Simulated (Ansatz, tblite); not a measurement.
# The cluster SiO2: removing and adding an electron

What does removing or adding an electron cost or gain for the cluster SiO2? Each charged state is run at several levels.

Method: as each input shows; program: Ansatz 0.2.0, Gaussian basis.

Levels to be run: charge +1 doublet, at the geometry of the singlet (PBE0-D4/def2-TZVP, PBE-D4/def2-TZVP, r2SCAN-D4/def2-TZVP, CCSD(T)/def2-TZVPP); charge -1 doublet, at the geometry of the singlet (PBE0-D4/def2-TZVPD, PBE-D4/def2-TZVPD, r2SCAN-D4/def2-TZVPD, CCSD(T)/def2-TZVPD); the starting singlet's energies come from earlier runs.

### 1 The geometry

The geometry is that of the singlet, from an earlier relaxation (PBE0-D4/def2-TZVP). At that level it is the lowest of the isomers that a small search found.

3 atoms, charge 0, spin multiplicity 1.

Atoms are counted from 1 here; the program's logs count them from 0.

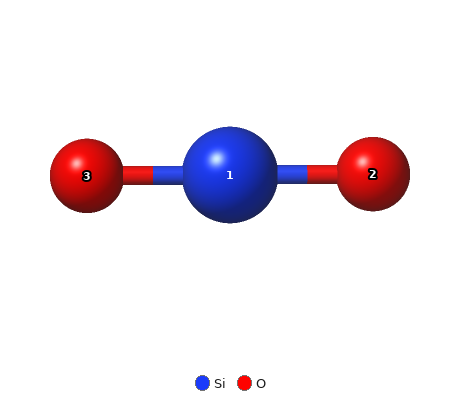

The structure; silicon blue, oxygen red; atoms are numbered from 1 in the order of the file.

### 2 Charge +1 doublet at the fixed geometry, PBE0-D4/def2-TZVP

in.yaml

```yaml
crystal:
  periodic: [false, false, false]
  atoms:
    - {symbol: Si, position_ang: [-0.000001, -0.000007, -0.000030]}
    - {symbol: O, position_ang: [-1.346660, -0.667560, 0.090027]}
    - {symbol: O, position_ang: [1.346650, 0.667568, -0.089997]}
basis:
  gaussian: {orbitals: def2-TZVP}
total_charge: 1
magnetization: {spin_polarized: true, initial_magnetization: 1}
hamiltonian: {xc: pbe0, dispersion: d4}
output: {orbitals: {seedname: orbitals}}
```

Run with:

```console
ansatz run in.yaml --threads 4 --pin off --events-out ev --progress --plain --max-ram 3916MiB
```

What it wrote:

```text
Functional definition: PBE0
  name "PBE0"
  cite "Adamo & Barone, J. Chem. Phys. 110, 6158 (1999) doi:10.1063/1.478522"
  cite "Perdew, Burke & Ernzerhof, Phys. Rev. Lett. 77, 3865 (1996) doi:10.1103/PhysRevLett.77.3865"
  parent pbe
  parameter a = 0.25
  parameter kappa = 0.804
  parameter beta = 0.06672455060314922
  exchange = (1 - a)*pbe_x(kappa = kappa, mu = beta*pi^2/3) + a*exact_x
  correlation = pbe_c(beta = beta)
570 factors; their error is unknown
mean field evaluation 1: about -11936.2154 eV, gradient 7.1e1 eV
mean field evaluation 2: about -11883.6769 eV, gradient 1.3e2 eV
mean field evaluation 4: about -11953.3582 eV, gradient 2.4e0 eV
mean field evaluation 8: about -11953.4260 eV, gradient 1.2e-1 eV
mean field evaluation 16: about -11953.4261 eV, gradient 3.4e-5 eV
mean field evaluation 32: about -11953.4261 eV, gradient 5.5e-2 eV
mean field -11953.42612659 eV, -439.2803078288 hartree, gradient 2.1e-6 eV, S^2 0.798625; 4 other end points of the search recorded, 0 dependent functions left out
reference -11953.42614800 eV, -439.2803086157 hartree; 15, 14 occupied and 84, 85 virtual orbitals, 570 factors
Total energy: -11953.45699900 eV, -439.2814423692 hartree
```

Run time: 4.4 s. Hardware: 4 threads of AMD EPYC 7B13, shared host.

HOMO -17.75 eV, LUMO -15.06 eV (over both spins); ⟨S²⟩ 0.799 (pure: 0.75).

### 3 Charge +1 doublet at the fixed geometry, PBE-D4/def2-TZVP

start.molden holds the orbitals of an earlier run on this state, given as this run's starting guess.

Edit in.yaml of step 2 so:

```diff
@@ -7,6 +7,7 @@
 basis:
-  gaussian: {orbitals: def2-TZVP}
+  gaussian: {orbitals: def2-TZVP, initial_orbitals: start.molden}
 total_charge: 1
 magnetization: {spin_polarized: true, initial_magnetization: 1}
-hamiltonian: {xc: pbe0, dispersion: d4}
+hamiltonian: {xc: pbe, dispersion: d4}
+scf: {omitted_lower_state_checks: [starts]}
 output: {orbitals: {seedname: orbitals}}
```

The command is unchanged.

What it wrote:

```text
Functional definition: PBE
  name "PBE"
  cite "Perdew, Burke & Ernzerhof, Phys. Rev. Lett. 77, 3865 (1996) doi:10.1103/PhysRevLett.77.3865"
  parent pbe
  parameter kappa = 0.804
  parameter beta = 0.06672455060314922
  exchange = pbe_x(kappa = kappa, mu = beta*pi^2/3)
  correlation = pbe_c(beta = beta)
these checks for a lower state are left out or cut short: starts
554 factors; their error is unknown
mean field evaluation 1: about -11953.3555 eV, gradient 6.6e0 eV
mean field evaluation 2: about -11953.4898 eV, gradient 2.0e-1 eV
mean field evaluation 4: about -11953.4835 eV, gradient 5.3e-2 eV
mean field evaluation 8: about -11953.4835 eV, gradient 1.3e-5 eV
mean field evaluation 16: about -11953.4835 eV, gradient 7.2e-7 eV
mean field -11953.48352762 eV, -439.2824172779 hartree, gradient 7.2e-7 eV, S^2 0.762763; 0 other end points of the search recorded, 0 dependent functions left out
reference -11953.48355582 eV, -439.2824183141 hartree; 15, 14 occupied and 84, 85 virtual orbitals, 554 factors
Total energy: -11953.52084478 eV, -439.2837886581 hartree
Checks for a lower state left out: starts
```

Run time: 1.7 s. Hardware: 4 threads of AMD EPYC 7B13, shared host.

Report: HOMO -16.55 eV, LUMO -16.25 eV (over both spins); ⟨S²⟩ 0.763 (pure: 0.75).

### 4 Charge +1 doublet at the fixed geometry, r2SCAN-D4/def2-TZVP

Edit in.yaml of step 3 so:

```diff
@@ -10,3 +10,3 @@
 magnetization: {spin_polarized: true, initial_magnetization: 1}
-hamiltonian: {xc: pbe, dispersion: d4}
+hamiltonian: {xc: r2scan, dispersion: d4}
 scf: {omitted_lower_state_checks: [starts]}
```

The command is unchanged.

What it wrote:

```text
Functional definition: r2SCAN
  name "r2SCAN"
  cite "Furness, Kaplan, Ning, Perdew & Sun, J. Phys. Chem. Lett. 11, 8208 (2020) doi:10.1021/acs.jpclett.0c02405"
  cite "Furness, Kaplan, Ning, Perdew & Sun, J. Phys. Chem. Lett. 11, 9248 (2020) doi:10.1021/acs.jpclett.0c03077"
  parent r2scan
  parameter k0 = 0.174
  parameter k1 = 0.065
  parameter a1 = 4.9479
  exchange = r2scan_x(k0 = k0, k1 = k1, a1 = a1)
  correlation = r2scan_c
these checks for a lower state are left out or cut short: starts
554 factors; their error is unknown
mean field evaluation 1: about -11958.7288 eV, gradient 4.0e0 eV
mean field evaluation 2: about -11958.7621 eV, gradient 5.9e-2 eV
mean field evaluation 4: about -11958.7556 eV, gradient 1.1e-4 eV
mean field evaluation 8: about -11958.7556 eV, gradient 1.1e-5 eV
mean field -11958.75560637 eV, -439.4761625983 hartree, gradient 1.5e-6 eV, S^2 0.786557; 0 other end points of the search recorded, 0 dependent functions left out
reference -11958.75561590 eV, -439.4761629488 hartree; 15, 14 occupied and 84, 85 virtual orbitals, 554 factors
Total energy: -11958.76357551 eV, -439.4764554590 hartree
Checks for a lower state left out: starts
```

Wall time 4.1 s (4 threads of AMD EPYC 7B13, shared host).

HOMO -16.93 eV, LUMO -15.95 eV (over both spins); ⟨S²⟩ 0.787 (pure: 0.75).

### 5 Charge +1 doublet at the fixed geometry, CCSD(T)/def2-TZVPP

in.yaml

```yaml
crystal:
  periodic: [false, false, false]
  atoms:
    - {symbol: Si, position_ang: [-0.000001, -0.000007, -0.000030]}
    - {symbol: O, position_ang: [-1.346660, -0.667560, 0.090027]}
    - {symbol: O, position_ang: [1.346650, 0.667568, -0.089997]}
basis:
  gaussian: {orbitals: def2-TZVPP, initial_orbitals: start.molden}
total_charge: 1
magnetization: {spin_polarized: true, initial_magnetization: 1}
correlation: {method: ccsd_t}
scf: {omitted_lower_state_checks: [starts, cluster_reference]}
output: {orbitals: {seedname: orbitals}}
```

Same command.

What it wrote, cut to the lines that bear on the results:

```text
Functional definition: HF
  name "HF"
  cite "Fock, Z. Phys. 61, 126 (1930) doi:10.1007/BF01340294"
  parent pbe
[...]
657 factors; integrals over basis functions are off by at most 1.4e-3 eV
[...]
mean field -11927.05953406 eV, -438.3113534254 hartree, gradient 2.5e-6 eV, S^2 1.141239; 0 other end points of the search recorded, 0 dependent functions left out
7 core orbitals not correlated: weight in the atoms' cores, before any rotation towards them, 1.000 or more for the frozen orbitals, at most 0.000 for the correlated occupied ones
reference -11927.05953406 eV, -438.3113534254 hartree; 8, 7 occupied and 89, 90 virtual orbitals, 657 factors
second order -13.19647637 eV of doubles, -0.00000000 eV of singles
cycle   1  -13.16252263 eV  change    3.4e-2 eV  update   1.6e-1
[...]
cycle  20  -14.32355036 eV  change   -3.9e-6 eV  update   1.3e-6
perturbative correction -0.74093482 eV, -0.0272288524 hartree
Total energy: -11942.12401925 eV, -438.8649630449 hartree
Checks for a lower state left out: starts, cluster_reference
```

Wall time 3.7 s (4 threads of AMD EPYC 7B13, shared host); peak memory 0.56 GiB.

Hartree-Fock HOMO -18.76 eV, LUMO -9.01 eV (over both spins); ⟨S²⟩ 1.141 (pure: 0.75); T1 0.070. Doubts: large T1 diagnostic, spin contamination.

### 6 Vertical ionisation energy

Charged state less starting state, singlet to doublet; the starting state's energies are those of its earlier runs.

```tsv
level	vertical ionisation energy (eV)	time
HF/def2-TZVPP†	+11.35	
PBE-D4/def2-TZVP	+12.31	2 s
r2SCAN-D4/def2-TZVP	+12.37	4.7 s
PBE0-D4/def2-TZVP	+12.50	5 s
MP2/def2-TZVPP†	+14.06	
CCSD/def2-TZVPP†	+12.62	
CCSD(T)/def2-TZVPP†	+12.65	4.7 s
```

Times add the two runs; a level without a time comes out of a correlated run. † marks a level with a doubtful state (flagged, unstable, out of aufbau order, or strongly spin-contaminated); such levels are left out of the summary. CCSD(T)/def2-TZVPP is no safe reference here (large T1 diagnostic, spin contamination).

Beside −ε(HOMO) of the starting state:

```tsv
level	−ε(HOMO) (eV)	by difference (eV)	mismatch (eV)
PBE-D4/def2-TZVP	8.38	12.31	-3.93
r2SCAN-D4/def2-TZVP	8.73	12.37	-3.64
PBE0-D4/def2-TZVP	9.95	12.50	-2.55
```

### 7 Charge -1 doublet at the fixed geometry, PBE0-D4/def2-TZVPD

in.yaml

```yaml
crystal:
  periodic: [false, false, false]
  atoms:
    - {symbol: Si, position_ang: [-0.000001, -0.000007, -0.000030]}
    - {symbol: O, position_ang: [-1.346660, -0.667560, 0.090027]}
    - {symbol: O, position_ang: [1.346650, 0.667568, -0.089997]}
basis:
  gaussian: {orbitals: def2-TZVPD}
total_charge: -1
magnetization: {spin_polarized: true, initial_magnetization: 1}
hamiltonian: {xc: pbe0, dispersion: d4}
output: {orbitals: {seedname: orbitals}}
```

Launched as before.

What it wrote:

```text
Functional definition: PBE0
  name "PBE0"
  cite "Adamo & Barone, J. Chem. Phys. 110, 6158 (1999) doi:10.1063/1.478522"
  cite "Perdew, Burke & Ernzerhof, Phys. Rev. Lett. 77, 3865 (1996) doi:10.1103/PhysRevLett.77.3865"
  parent pbe
  parameter a = 0.25
  parameter kappa = 0.804
  parameter beta = 0.06672455060314922
  exchange = (1 - a)*pbe_x(kappa = kappa, mu = beta*pi^2/3) + a*exact_x
  correlation = pbe_c(beta = beta)
664 factors; their error is unknown
mean field evaluation 1: about -11965.7373 eV, gradient 2.1e1 eV
mean field evaluation 2: about -11959.2381 eV, gradient 4.8e1 eV
mean field evaluation 4: about -11967.4764 eV, gradient 5.9e-1 eV
mean field evaluation 8: about -11967.5014 eV, gradient 1.2e-2 eV
mean field evaluation 16: about -11967.5014 eV, gradient 1.6e-5 eV
mean field -11967.50142731 eV, -439.7975655900 hartree, gradient 1.6e-5 eV, S^2 0.758418; 0 other end points of the search recorded, 0 dependent functions left out
reference -11967.50145668 eV, -439.7975666692 hartree; 16, 15 occupied and 107, 108 virtual orbitals, 664 factors
Total energy: -11967.55028284 eV, -439.7993609975 hartree
```

It took 0.85 s on 4 threads of AMD EPYC 7B13, shared host.

HOMO 0.43 eV, LUMO 2.85 eV (over both spins); ⟨S²⟩ 0.758 (pure: 0.75). Doubts: highest occupied level lies above zero.

### 8 Charge -1 doublet at the fixed geometry, PBE-D4/def2-TZVPD

Edit in.yaml of step 7 so:

```diff
@@ -7,6 +7,7 @@
 basis:
-  gaussian: {orbitals: def2-TZVPD}
+  gaussian: {orbitals: def2-TZVPD, initial_orbitals: start.molden}
 total_charge: -1
 magnetization: {spin_polarized: true, initial_magnetization: 1}
-hamiltonian: {xc: pbe0, dispersion: d4}
+hamiltonian: {xc: pbe, dispersion: d4}
+scf: {omitted_lower_state_checks: [starts]}
 output: {orbitals: {seedname: orbitals}}
```

Same command.

What it wrote:

```text
Functional definition: PBE
  name "PBE"
  cite "Perdew, Burke & Ernzerhof, Phys. Rev. Lett. 77, 3865 (1996) doi:10.1103/PhysRevLett.77.3865"
  parent pbe
  parameter kappa = 0.804
  parameter beta = 0.06672455060314922
  exchange = pbe_x(kappa = kappa, mu = beta*pi^2/3)
  correlation = pbe_c(beta = beta)
these checks for a lower state are left out or cut short: starts
643 factors; their error is unknown
mean field evaluation 1: about -11967.2665 eV, gradient 6.5e0 eV
mean field evaluation 2: about -11967.3596 eV, gradient 1.3e-1 eV
mean field evaluation 4: about -11967.3566 eV, gradient 6.1e-4 eV
mean field evaluation 8: about -11967.3566 eV, gradient 8.5e-6 eV
mean field -11967.35655237 eV, -439.7922415339 hartree, gradient 8.5e-6 eV, S^2 0.755772; 0 other end points of the search recorded, 0 dependent functions left out
reference -11967.35658935 eV, -439.7922428929 hartree; 16, 15 occupied and 107, 108 virtual orbitals, 643 factors
Total energy: -11967.41546784 eV, -439.7944066375 hartree
Checks for a lower state left out: starts
```

Wall time 0.75 s (4 threads of AMD EPYC 7B13, shared host).

HOMO 1.24 eV, LUMO 2.01 eV (over both spins); ⟨S²⟩ 0.756 (pure: 0.75). Doubts: highest occupied level lies above zero.

### 9 Charge -1 doublet at the fixed geometry, r2SCAN-D4/def2-TZVPD

Edit in.yaml of step 8 so:

```diff
@@ -10,3 +10,3 @@
 magnetization: {spin_polarized: true, initial_magnetization: 1}
-hamiltonian: {xc: pbe, dispersion: d4}
+hamiltonian: {xc: r2scan, dispersion: d4}
 scf: {omitted_lower_state_checks: [starts]}
```

The command is unchanged.

What it wrote:

```text
Functional definition: r2SCAN
  name "r2SCAN"
  cite "Furness, Kaplan, Ning, Perdew & Sun, J. Phys. Chem. Lett. 11, 8208 (2020) doi:10.1021/acs.jpclett.0c02405"
  cite "Furness, Kaplan, Ning, Perdew & Sun, J. Phys. Chem. Lett. 11, 9248 (2020) doi:10.1021/acs.jpclett.0c03077"
  parent r2scan
  parameter k0 = 0.174
  parameter k1 = 0.065
  parameter a1 = 4.9479
  exchange = r2scan_x(k0 = k0, k1 = k1, a1 = a1)
  correlation = r2scan_c
these checks for a lower state are left out or cut short: starts
643 factors; their error is unknown
mean field evaluation 1: about -11972.6849 eV, gradient 3.8e0 eV
mean field evaluation 2: about -11972.7158 eV, gradient 4.9e-2 eV
mean field evaluation 4: about -11972.7123 eV, gradient 8.0e-5 eV
mean field evaluation 8: about -11972.7123 eV, gradient 8.1e-6 eV
mean field -11972.71227117 eV, -439.9890605695 hartree, gradient 8.1e-6 eV, S^2 0.762858; 0 other end points of the search recorded, 0 dependent functions left out
reference -11972.71229327 eV, -439.9890613816 hartree; 16, 15 occupied and 107, 108 virtual orbitals, 643 factors
Total energy: -11972.72505965 eV, -439.9895305377 hartree
Checks for a lower state left out: starts
```

Run time: 1.5 s. Hardware: 4 threads of AMD EPYC 7B13, shared host.

HOMO 1.07 eV, LUMO 2.48 eV (over both spins); ⟨S²⟩ 0.763 (pure: 0.75). Doubts: highest occupied level lies above zero.

### 10 Charge -1 doublet at the fixed geometry, CCSD(T)/def2-TZVPD

Edit in.yaml of step 9 so:

```diff
@@ -10,4 +10,4 @@
 magnetization: {spin_polarized: true, initial_magnetization: 1}
-hamiltonian: {xc: r2scan, dispersion: d4}
-scf: {omitted_lower_state_checks: [starts]}
+correlation: {method: ccsd_t}
+scf: {omitted_lower_state_checks: [starts, cluster_reference]}
 output: {orbitals: {seedname: orbitals}}
```

The command is unchanged.

What it wrote, cut to the lines that bear on the results:

```text
Functional definition: HF
  name "HF"
  cite "Fock, Z. Phys. 61, 126 (1930) doi:10.1007/BF01340294"
  parent pbe
[...]
766 factors; integrals over basis functions are off by at most 1.3e-3 eV
[...]
mean field -11939.30669509 eV, -438.7614282919 hartree, gradient 1.9e-6 eV, S^2 0.779211; 0 other end points of the search recorded, 0 dependent functions left out
7 core orbitals not correlated: weight in the atoms' cores, before any rotation towards them, 1.000 or more for the frozen orbitals, at most 0.000 for the correlated occupied ones
reference -11939.30669509 eV, -438.7614282919 hartree; 9, 8 occupied and 107, 108 virtual orbitals, 766 factors
second order -16.45412465 eV of doubles, -0.00000000 eV of singles
cycle   1  -15.42825399 eV  change     1.0e0 eV  update   1.4e-1
[...]
cycle  11  -16.11327812 eV  change    1.8e-5 eV  update   8.8e-6
perturbative correction -0.83953809 eV, -0.0308524558 hartree
Total energy: -11956.25951131 eV, -439.3844327967 hartree
Checks for a lower state left out: starts, cluster_reference
```

Run time: 4.5 s. Hardware: 4 threads of AMD EPYC 7B13, shared host; peak memory 0.86 GiB.

Report: Hartree-Fock HOMO -1.46 eV, LUMO 4.88 eV (over both spins); ⟨S²⟩ 0.779 (pure: 0.75); T1 0.023.

### 11 Vertical electron affinity

Starting state less charged state (positive: the electron is bound), singlet to doublet; the starting state's energies are those of its earlier runs.

```tsv
level	vertical electron affinity (eV)	time
HF/def2-TZVPD†	+0.87	
PBE-D4/def2-TZVPD	+1.54	1.2 s
r2SCAN-D4/def2-TZVPD	+1.56	2.3 s
PBE0-D4/def2-TZVPD	+1.55	1.4 s
MP2/def2-TZVPD†	+1.34	
CCSD/def2-TZVPD†	+1.34	
CCSD(T)/def2-TZVPD†	+1.38	5.9 s
```

Times add the two runs; a level without a time comes out of a correlated run. † marks a level with a doubtful state (flagged, unstable, out of aufbau order, or strongly spin-contaminated); such levels are left out of the summary. CCSD(T)/def2-TZVPD is no safe reference here (large T1 diagnostic).

Beside −ε(LUMO) of the starting state:

```tsv
level	−ε(LUMO) (eV)	by difference (eV)	mismatch (eV)
PBE-D4/def2-TZVPD	4.49	1.54	+2.96
r2SCAN-D4/def2-TZVPD	4.25	1.56	+2.69
PBE0-D4/def2-TZVPD	3.57	1.55	+2.02
```

### 12 Outcome

| quantity | value |
| --- | --- |
| vertical ionisation energy, functionals in def2-TZVP | 12.31 (PBE-D4) to 12.50 eV (PBE0-D4) |
| vertical electron affinity, functionals in def2-TZVPD | 1.54 (PBE-D4) to 1.56 eV (r2SCAN-D4) |

In words: The vertical ionisation energy spans 12.31 to 12.50 eV over the functionals. −ε(HOMO) misses the level's own difference by -2.55 eV at best (PBE0-D4) and -3.93 eV at worst (PBE-D4). The vertical electron affinity spans 1.54 to 1.56 eV over the functionals. The anion's highest level lies above zero where self-interaction lifts it, so diffuse functions weigh on these values. −ε(LUMO) misses the level's own difference by +2.02 eV at best (PBE0-D4) and +2.96 eV at worst (PBE-D4).

The anion's highest level is positive in at least one run, so there the basis alone may hold the extra electron.
